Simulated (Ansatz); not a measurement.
**CCSD/cc-pVDZ run of CH7NOSi (SMILES CO[SiH2]N)**

What is the vertical singlet–triplet gap of CH7NOSi at CCSD/cc-pVDZ? 

The calculation is run with Ansatz 0.2.0.

123 further runs of the same task are left out: 123 set aside as unsound or not needed.

### Step 1. The molecule

CH7NOSi has 11 atoms, charge 0, and is taken as a singlet. As SMILES, `CO[SiH2]N`. The coordinates come from a PBE0-D4/def2-TZVP relaxation. This is one conformer, not always the lowest.

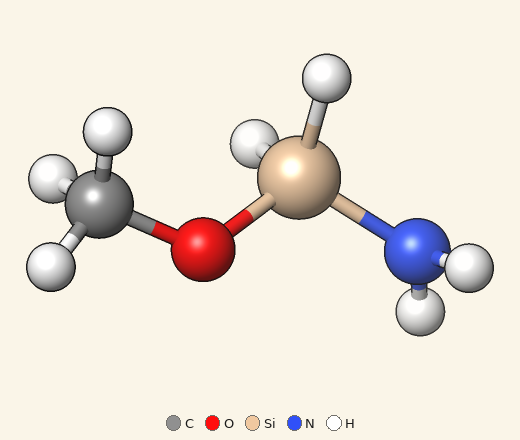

The structure, seen from a chosen angle (carbon grey, oxygen red, silicon light orange, nitrogen blue, hydrogen white).

### Step 2. A single-point energy at CCSD/cc-pVDZ

Input file job.yaml:

```yaml
crystal:
  periodic: [false, false, false]
  atoms:
    - {symbol: C, position_ang: [-0.655300, 1.711900, 0.500200]}
    - {symbol: O, position_ang: [-0.610600, 0.508700, -0.227100]}
    - {symbol: Si, position_ang: [0.533800, -0.642700, 0.054300]}
    - {symbol: N, position_ang: [0.344700, -2.006900, -0.943700]}
    - {symbol: H, position_ang: [0.258400, 2.302900, 0.362300]}
    - {symbol: H, position_ang: [-1.501500, 2.301200, 0.142400]}
    - {symbol: H, position_ang: [-0.790700, 1.531800, 1.573800]}
    - {symbol: H, position_ang: [0.421900, -1.079900, 1.472300]}
    - {symbol: H, position_ang: [1.874600, -0.055000, -0.212100]}
    - {symbol: H, position_ang: [-0.403400, -2.661100, -0.783300]}
    - {symbol: H, position_ang: [0.593600, -1.968000, -1.918400]}
basis:
  gaussian:
    orbitals: cc-pVDZ
correlation:
  method: ccsd
  frozen_orbitals: {C: 1, H: 0, "N": 1, O: 1, Si: 5}
accuracy: high
scf:
  omitted_lower_state_checks: [cluster_reference, increment]
```

The run is started by

```sh
$ ansatz run job.yaml --threads 1 --pin off --max-ram 3480MiB --events-out events.jsonl --progress --plain --runs-dir runs
```

The log of the run, cut to the lines that bear on the results:

```text
Warning: RAYON_NUM_THREADS=1 ignored (pool sized by the plan → 1); use --threads N
Functional definition: HF
  name "HF"
[...]
2294 factors; integrals over basis functions are off by at most 6.4e-9 eV
[...]
mean field -12523.90159123 eV, -460.2448944725 hartree, gradient 9.5e-8 eV, S^2 0.000000; 0 other end points of the search recorded, 0 dependent functions left out
8 core orbitals not correlated: weight in the atoms' cores, before any rotation towards them, 1.000 or more for the frozen orbitals, at most 0.000 for the correlated occupied ones
reference -12523.90159123 eV, -460.2448944725 hartree; 13, 13 occupied and 74, 74 virtual orbitals, 2294 factors
second order -16.35443753 eV of doubles, -0.00000000 eV of singles
cycle   1  -17.09520315 eV  change   -7.4e-1 eV  update   8.9e-2
[...]
cycle  20  -17.63545417 eV  change   7.8e-11 eV  update   2.4e-9
Total energy: -12541.53704541 eV, -460.8929854595 hartree
Checks for a lower state left out: cluster_reference, increment
```

Run time: 20 s. Hardware: 1 thread of Arm Neoverse V2, shared host; peak memory 0.66 GiB.

### Step 3. The triplet

Input file in.yaml:

```yaml
crystal:
  periodic: [false, false, false]
  atoms:
    - {symbol: C, position_ang: [-0.655300, 1.711900, 0.500200]}
    - {symbol: O, position_ang: [-0.610600, 0.508700, -0.227100]}
    - {symbol: Si, position_ang: [0.533800, -0.642700, 0.054300]}
    - {symbol: "N", position_ang: [0.344700, -2.006900, -0.943700]}
    - {symbol: H, position_ang: [0.258400, 2.302900, 0.362300]}
    - {symbol: H, position_ang: [-1.501500, 2.301200, 0.142400]}
    - {symbol: H, position_ang: [-0.790700, 1.531800, 1.573800]}
    - {symbol: H, position_ang: [0.421900, -1.079900, 1.472300]}
    - {symbol: H, position_ang: [1.874600, -0.055000, -0.212100]}
    - {symbol: H, position_ang: [-0.403400, -2.661100, -0.783300]}
    - {symbol: H, position_ang: [0.593600, -1.968000, -1.918400]}
basis:
  gaussian:
    orbitals: cc-pVDZ
magnetization:
  spin_polarized: true
  initial_magnetization: 2
correlation:
  method: ccsd
  frozen_orbitals: {C: 1, H: 0, "N": 1, O: 1, Si: 5}
accuracy: high
scf:
  omitted_lower_state_checks: [cluster_reference, increment]
```

The run is started by

```sh
$ ansatz run in.yaml --threads 1 --pin off --max-ram 3480MiB --events-out events.jsonl --progress --plain --runs-dir runs
```

The log of the run, cut to the lines that bear on the results:

```text
Warning: RAYON_NUM_THREADS=1 ignored (pool sized by the plan → 1); use --threads N
[... 2 set-up lines as earlier in the session ...]
[...]
2294 factors; integrals over basis functions are off by at most 6.4e-9 eV
[...]
mean field -12517.46106984 eV, -460.0082096768 hartree, gradient 9.6e-8 eV, S^2 2.007081; 14 other end points of the search recorded, 0 dependent functions left out
8 core orbitals not correlated: weight in the atoms' cores, before any rotation towards them, 1.000 or more for the frozen orbitals, at most 0.000 for the correlated occupied ones
reference -12517.46106984 eV, -460.0082096768 hartree; 14, 12 occupied and 73, 75 virtual orbitals, 2294 factors
second order -15.59950450 eV of doubles, -0.00000000 eV of singles
cycle   1  -16.48360208 eV  change   -8.8e-1 eV  update   9.5e-2
[...]
cycle  31  -17.05597879 eV  change   2.2e-10 eV  update   2.0e-9
Total energy: -12534.51704863 eV, -460.6350053364 hartree
Checks for a lower state left out: cluster_reference, increment
```

Run time: 88 s. Hardware: 1 thread of Arm Neoverse V2, shared host; peak memory 1.3 GiB.

### Step 4. Results

Level: CCSD/cc-pVDZ, 8 core orbitals frozen.

| quantity | value |
| --- | --- |
| singlet: total energy | -460.89299 Eh |
| singlet: correlation energy (8 core orbitals frozen) | -648.1 mEh |
| singlet: T1 diagnostic | 0.011 |
| triplet: total energy | -460.63501 Eh |
| triplet: correlation energy (8 core orbitals frozen) | -626.8 mEh |
| triplet: ⟨S²⟩ of the reference determinant | 2.007 |
| triplet: T1 diagnostic | 0.017 |
| vertical energy of the triplet above the singlet | 7.020 eV |

What this shows: At this shape the triplet lies 7.02 eV (162 kcal/mol) above the singlet.
